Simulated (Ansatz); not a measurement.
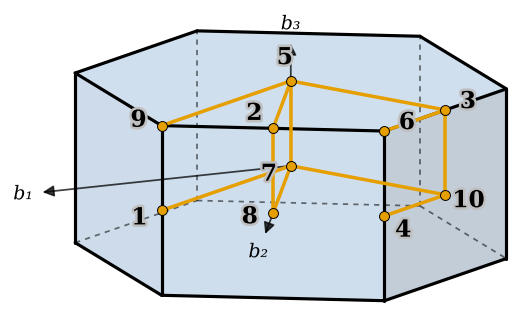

Crystal: NaIr, coordinates from a relaxation with DFT PBE, scalar-relativistic, plane waves, PAW in Ansatz 0.2.0; the starting structure was generated, so it need not be a known form of this composition. The first Brillouin zone of a base-centred orthorhombic lattice (oC; extended symbol oC1) is drawn with its special points numbered. Geometry calculated from the standardised cell; symmetry tolerance 0.002 Å.

a = 2.783 Å, b = 4.645 Å, c = 5.085 Å, α = 90.00°, β = 90.00°, γ = 90.00°.

Labels and path follow the convention of Hinuma et al. (2017), as computed by seekpath; the arrows show the directions of the reciprocal primitive vectors b₁, b₂, b₃, in which coordinates are given.

Give the label and coordinates of each numbered point.

```
no.  label           coordinates
  1     Σ₀     (0.340, 0.340, 0)
  2      R         (0, 1/2, 1/2)
  3      T      (−1/2, 1/2, 1/2)
  4     C₀    (−0.340, 0.660, 0)
  5      Z           (0, 0, 1/2)
  6     E₀  (−0.340, 0.660, 1/2)
  7      Γ             (0, 0, 0)
  8      S           (0, 1/2, 0)
  9     A₀   (0.340, 0.340, 1/2)
 10      Y        (−1/2, 1/2, 0)
```
